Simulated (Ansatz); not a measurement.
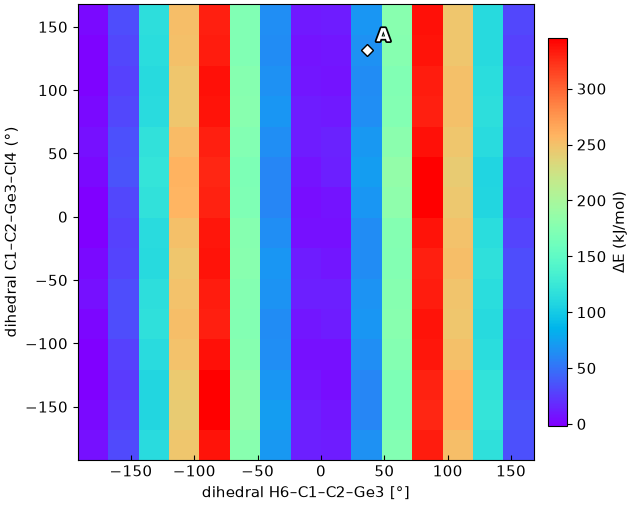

C2H4Cl2Ge, SMILES C=[CH][GeH]([Cl])[Cl]. The first coordinate is: dihedral H6–C1–C2–Ge3; the second: dihedral C1–C2–Ge3–Cl4. Nothing is relaxed (all other coordinates rigid). Grid: 15 × 15 points. Points are written as (first, second). Energies: kJ/mol, counted from the relaxed molecule at the same level. Energies and slopes of some neighbouring points disagree (a jump in structure or state, or too coarse a mesh). The dihedral twists a double bond; near 90° a spin-restricted reference is unreliable. The calculation used RKS CAM-B3LYP-D4/def2-SVP (Ansatz 0.2.0).

In the figure: one coloured cell a grid point, the point A.

Is A at rest? If not, where is it pushed?

A, at (36°, 132°), is not a stationary point. The computed force is 3.5 kJ/mol for each degree towards smaller values of dihedral H6–C1–C2–Ge3 and 0.14 kJ/mol for each degree towards smaller values of dihedral C1–C2–Ge3–Cl4.
